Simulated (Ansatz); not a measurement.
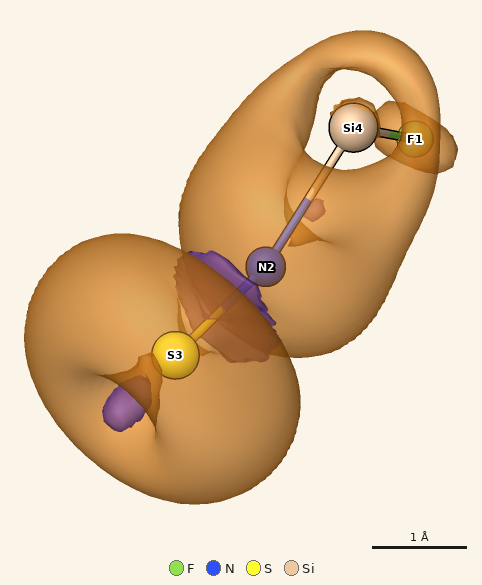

FNSSi (triplet). Isosurfaces of the spin density at +0.02 (orange) and −0.02 e/Å³ (purple), seen at an oblique angle.

Geometry: PBE-D3(BJ)/def2-SVP.

The calculation used isolated molecule in a Gaussian basis; Kohn-Sham density functional theory, functional PBE0 in Ansatz 0.2.0.

Which atoms carry the spin?

Answer. The unpaired spin (2 electrons) lies mostly on S3 (about 1.1), N2 (about 0.6) and Si4 (about 0.2), in electrons by Hirshfeld's partition.
